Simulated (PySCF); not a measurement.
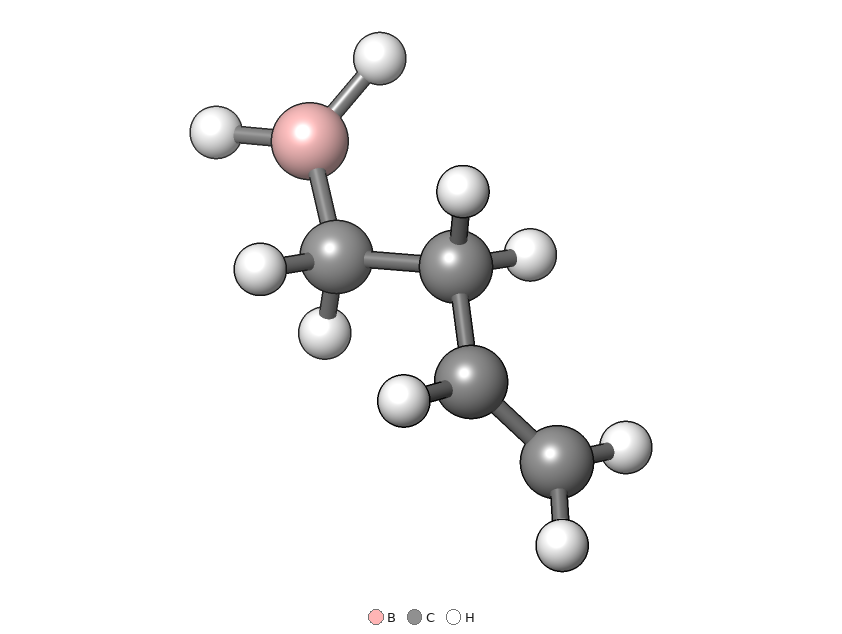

Ball-and-stick drawing of a structure. Every bond is drawn as one stick, whatever its order.

Computed geometry: PBE0-D3(BJ)/def2-SVP optimisation. No frequency run is at hand to confirm it as a minimum.

Identify the structure.

The molecule is C₄H₉B. As SMILES it reads `BCCC=C`. It has no ring. Among its groups: alkene, B–H bond. This geometry has C1 symmetry. Coordination: 1 B trigonal planar; 2 C tetrahedral; 2 C trigonal planar.

The parts below concern this one geometry. Atoms keep their numbers from picture to picture.

NMR shielding

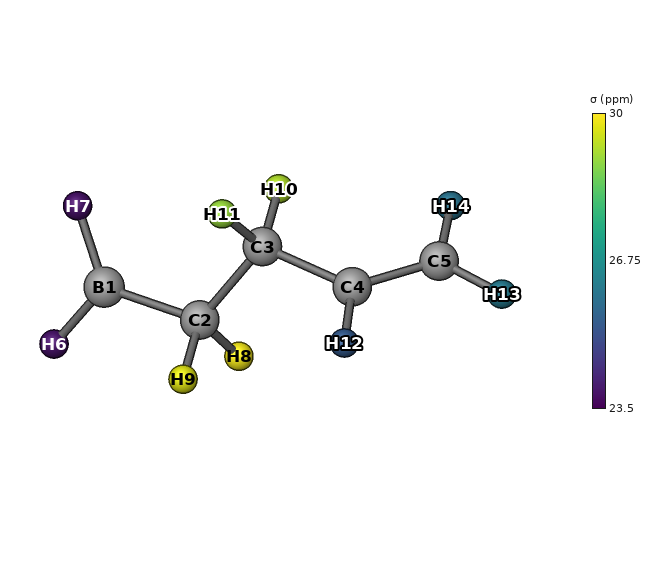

Atoms are coloured by their isotropic NMR shieldings (H only, the others grey). No frequency run is at hand to confirm it as a minimum. Method: GIAO ωB97X-D/pcSseg-1 NMR shielding, non-relativistic, gas phase (PySCF 2.14.0).

**Which H atom is the most shielded (lowest chemical shift)?**

H8 (29.85 ppm).

**Which H atom is the least shielded (highest chemical shift)?**

H7 (23.85 ppm).

**How wide is the range of H shifts?**

6.00 ppm.

List the isotropic NMR shieldings of the H atoms.

```tsv
atom	σ (ppm)
H6	23.86
H7	23.85
H8	29.85
H9	29.68
H10	29.22
H11	29.01
H12	25.38
H13	26.17
H14	26.01
```

Bond orders

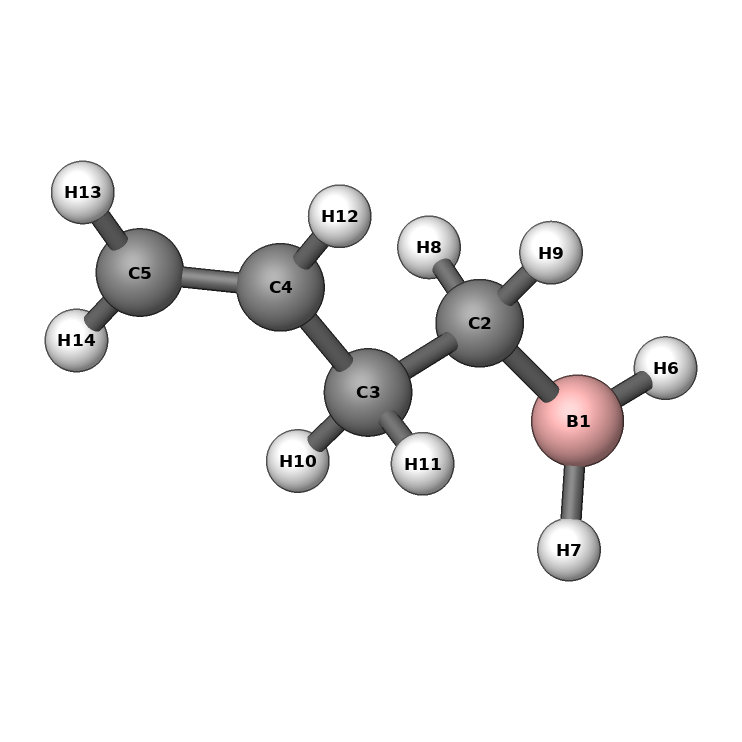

Every bond is drawn as one stick. No frequency run is at hand to confirm it as a minimum. Method: PBE0/STO-3G (PySCF 2.14.0).

List the Mayer bond orders of B1–C2, B1–H6, B1–H7, C2–C3, C2–H8, C2–H9, C3–C4, C3–H10, C3–H11, C4–C5, C4–H12, C5–H13, C5–H14.

```
  bond  Mayer order  length (Å)
 B1–C2         1.05       1.556
 B1–H6         0.98       1.211
 B1–H7         0.98       1.213
 C2–C3         0.98       1.530
 C2–H8         0.94       1.110
 C2–H9         0.94       1.110
 C3–C4         1.01       1.496
C3–H10         0.97       1.103
C3–H11         0.96       1.105
 C4–C5         1.97       1.334
C4–H12         0.96       1.099
C5–H13         0.97       1.093
C5–H14         0.97       1.095
```

Electronic properties

No frequency run is at hand to confirm it as a minimum. Method: PBE0/pcSseg-1, gas phase (PySCF 2.14.0).

What does the calculation give?

- dipole moment: 0.39 D
- HOMO energy (Kohn–Sham orbital): −7.39 eV
- LUMO energy (Kohn–Sham orbital): −1.35 eV
- HOMO–LUMO gap: 6.04 eV
